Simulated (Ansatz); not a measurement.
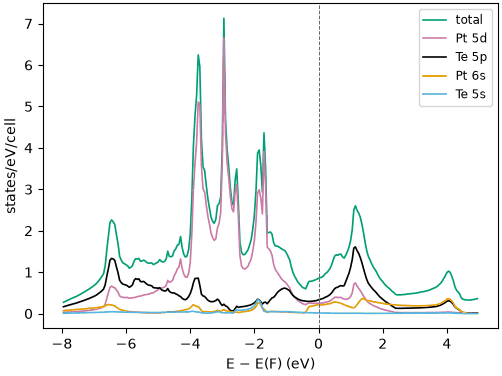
Total and projected density of states of TePt (CsCl type, Pm-3m), PBE in the plane-wave PAW code Ansatz

Problem. Which orbitals carry the states next to the Fermi level?

Solution. Within 0.5 eV of the Fermi level: Te 5p 41 %, Pt 5d 30 %, Pt 6s 21 %, outside the projected shells 6 %. Projections are on Löwdin-orthogonalised atomic valence shells; empty p or d shells of many metals are not among them.

Problem. Where is the tallest occupied peak in this window, and what makes it?

Solution. Near -2.9 eV, about 7.1 states/eV per cell; the largest projected share is Pt 5d.

The start of the workflow was typed in or built on a structure type; neither database checked (COD, Materials Project) lists it. COD files the formula under space group No. 166, 194. Whether it is the stable phase at ambient conditions was not checked. The PBE relaxation kept the symmetry of its start; whether a distortion lowers the energy is not shown. The run is not spin-polarised. Its formation energy is positive at this level, so the cell may be metastable or incomplete. Scalar-relativistic: spin–orbit coupling is off unless named, which matters more the heavier the elements.

Potentials: the later of the program's two PAW sets.
